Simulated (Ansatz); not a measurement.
```yaml
atoms:
  - { symbol: Ta, position_ang: [-0.4497, 0.5216, 0.2051] }
  - { symbol: O, position_ang: [2.6197, -0.3891, 0.3036] }
  - { symbol: H, position_ang: [2.9161, -0.8335, 1.0844] }
  - { symbol: Cl, position_ang: [-0.1624, -0.0676, 2.4458] }
  - { symbol: Cl, position_ang: [0.2169, 0.7823, -1.9992] }
  - { symbol: Cl, position_ang: [-2.5057, 1.4495, 0.2030] }
  - { symbol: Cl, position_ang: [-0.8892, -1.7042, -0.2475] }
  - { symbol: Br, position_ang: [1.0816, 2.5833, 0.7417] }
  - { symbol: H, position_ang: [2.8956, 0.5359, 0.4010] }
```

Core potentials replace the inner electrons of Ta; not at a stationary point (largest force 1.3 eV/Å).

These are results of RHF/def2-SVP in Ansatz, not measurements.

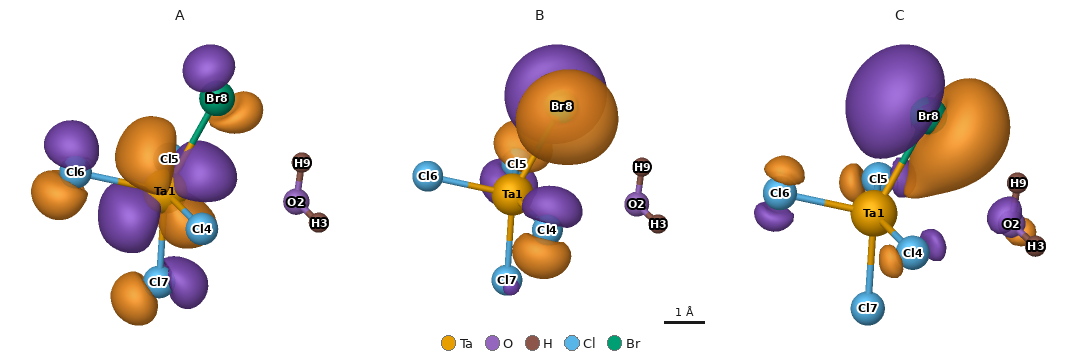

BrCl₄Ta···H₂O. Three frontier orbitals at ±0.1 Å⁻³ᐟ² (orange and purple are the two phases), in no order.

> Order the three orbitals by energy and name them.

C is the HOMO−1 (−11.60 eV). It lies mainly on Br8 (about 80 %); largely a lone pair of Br8. B is the HOMO (−11.15 eV). It lies mainly on Br8 (about 75 %), Cl4 (about 10 %) and Cl5 (about 10 %); largely a lone pair of Br8. A is the LUMO (−0.68 eV). Its weight (Hirshfeld) is mainly on Ta1 (about 70 %), Cl6 (about 10 %), Cl7 (about 10 %) and Br8 (about 10 %).

> What is the HOMO–LUMO gap?

10.47 eV between the orbital energies.
